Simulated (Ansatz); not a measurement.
# C2H3ClSi (SMILES ClC1=C[SiH2]1): B2PLYP/def2-SVP

What is the vertical singlet–triplet gap of C2H3ClSi at B2PLYP/def2-SVP? 

The calculation is run with Ansatz 0.2.0.

57 further runs of the same task are left out: 57 set aside as unsound or not needed.

### Step 1. The molecule

The species is C2H3ClSi (7 atoms), meant as a singlet with charge 0. SMILES: `ClC1=C[SiH2]1`. The shape is that of a PBE0-D4/def2-TZVP optimisation.

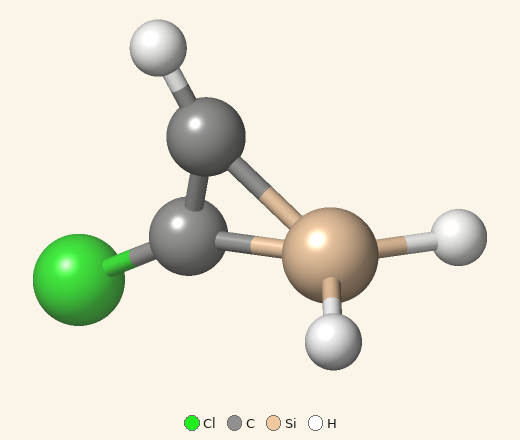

The structure, seen from a chosen angle (chlorine green, carbon grey, silicon light orange, hydrogen white).

### Step 2. The energy at B2PLYP/def2-SVP

The input, molecule.yaml:

```yaml
crystal:
  periodic: [false, false, false]
  atoms:
    - {symbol: Cl, position_ang: [-1.169200, -2.293300, 0.411500]}
    - {symbol: C, position_ang: [-0.358000, -0.819900, 0.163200]}
    - {symbol: C, position_ang: [0.836800, -0.330000, 0.466700]}
    - {symbol: Si, position_ang: [-0.185900, 0.871600, -0.438900]}
    - {symbol: H, position_ang: [1.727500, -0.673800, 0.975600]}
    - {symbol: H, position_ang: [-0.837800, 2.011300, 0.248800]}
    - {symbol: H, position_ang: [0.047800, 1.166200, -1.872600]}
basis:
  gaussian:
    orbitals: def2-SVP
total_charge: 0
hamiltonian:
  xc: {name: B2PLYP}
correlation:
  frozen_orbitals: {C: 1, Cl: 5, H: 0, Si: 5}
accuracy: high
output: {orbitals: {seedname: orbitals}}
```

The run is started by

```sh
$ ansatz run molecule.yaml --threads 1 --pin off --max-ram 3480MiB --events-out events.jsonl --progress --plain --runs-dir runs
```

The log of the run:

```text
Warning: RAYON_NUM_THREADS=1 ignored (pool sized by the plan → 1); use --threads N
Functional definition: B2PLYP
  name "B2PLYP"
  parameter a = 0.53
  parameter c = 0.27
  exchange = (1 - a)*b88_x + a*exact_x
  correlation = (1 - c)*lyp_c + c*(mp2_os + mp2_ss)
1684 factors; integrals over basis functions are off by at most 3.6e-9 eV
mean field evaluation 1: about -22495.3897 eV, gradient 3.3e1 eV
mean field evaluation 2: about -22495.8127 eV, gradient 3.2e1 eV
mean field evaluation 4: about -22498.5392 eV, gradient 2.6e0 eV
mean field evaluation 8: about -22498.5705 eV, gradient 4.7e-1 eV
mean field evaluation 16: about -22498.5711 eV, gradient 8.1e-5 eV
mean field -22498.57113109 eV, -826.8072389884 hartree, gradient 8.5e-8 eV, S^2 0.000000; 0 other end points of the search recorded, 0 dependent functions left out
12 core orbitals not correlated: weight in the atoms' cores, before any rotation towards them, 1.000 or more for the frozen orbitals, at most 0.000 for the correlated occupied ones
reference -22498.57115468 eV, -826.8072398551 hartree; 11, 11 occupied and 56, 56 virtual orbitals, 1684 factors
second order -16.47619988 eV of doubles, -0.00000000 eV of singles
Total energy: -22503.01972864 eV, -826.9707219330 hartree
```

Run time: 9 s. Hardware: 1 thread of Arm Neoverse V2, shared host; peak memory 0.24 GiB.

### Step 3. The triplet

The input, job.yaml:

```yaml
crystal:
  periodic: [false, false, false]
  atoms:
    - symbol: Cl
      position_ang: [-1.169200, -2.293300, 0.411500]
    - symbol: C
      position_ang: [-0.358000, -0.819900, 0.163200]
    - symbol: C
      position_ang: [0.836800, -0.330000, 0.466700]
    - symbol: Si
      position_ang: [-0.185900, 0.871600, -0.438900]
    - symbol: H
      position_ang: [1.727500, -0.673800, 0.975600]
    - symbol: H
      position_ang: [-0.837800, 2.011300, 0.248800]
    - symbol: H
      position_ang: [0.047800, 1.166200, -1.872600]
basis:
  gaussian: {orbitals: def2-SVP}
total_charge: 0
magnetization: {spin_polarized: true, initial_magnetization: 2}
hamiltonian: {xc: {name: B2PLYP}}
correlation: {frozen_orbitals: {C: 1, Cl: 5, H: 0, Si: 5}}
accuracy: high
output: {orbitals: {seedname: orbitals}}
```

The run is started by

```sh
$ ansatz run job.yaml --threads 1 --pin off --max-ram 3480MiB --events-out events.jsonl --progress --plain --runs-dir runs
```

The log of the run, cut to the lines that bear on the results:

```text
Warning: RAYON_NUM_THREADS=1 ignored (pool sized by the plan → 1); use --threads N
[... 2 set-up lines as earlier in the session ...]
[...]
1684 factors; integrals over basis functions are off by at most 3.6e-9 eV
[...]
mean field -22494.08741404 eV, -826.6424654261 hartree, gradient 9.4e-8 eV, S^2 2.020607; 3 other end points of the search recorded, 0 dependent functions left out
12 core orbitals not correlated: weight in the atoms' cores, before any rotation towards them, 1.000 or more for the frozen orbitals, at most 0.000 for the correlated occupied ones
reference -22494.08743778 eV, -826.6424662982 hartree; 12, 10 occupied and 55, 57 virtual orbitals, 1684 factors
second order -15.05453371 eV of doubles, -0.00000000 eV of singles
Total energy: -22498.15216188 eV, -826.7918421537 hartree
```

Run time: 18 s. Hardware: 1 thread of Arm Neoverse V2, shared host; peak memory 0.35 GiB.

### Step 4. What came out

At B2PLYP/def2-SVP, 12 core orbitals frozen:

```
                                                         quantity          value
                                            singlet: total energy  -826.97072 Eh
                       singlet: HOMO energy (SCF part's orbitals)       -8.64 eV
                       singlet: LUMO energy (SCF part's orbitals)        1.22 eV
                     singlet: HOMO–LUMO gap (SCF part's orbitals)        9.87 eV
                                            triplet: total energy  -826.79184 Eh
triplet: HOMO energy (SCF part's orbitals) (highest over α and β)       -4.50 eV
 triplet: LUMO energy (SCF part's orbitals) (lowest over α and β)       -3.11 eV
                                                    triplet: ⟨S²⟩          2.021
                 vertical energy of the triplet above the singlet       4.868 eV
```

In words: At this shape the triplet lies 4.87 eV (470 kJ/mol) above the singlet.
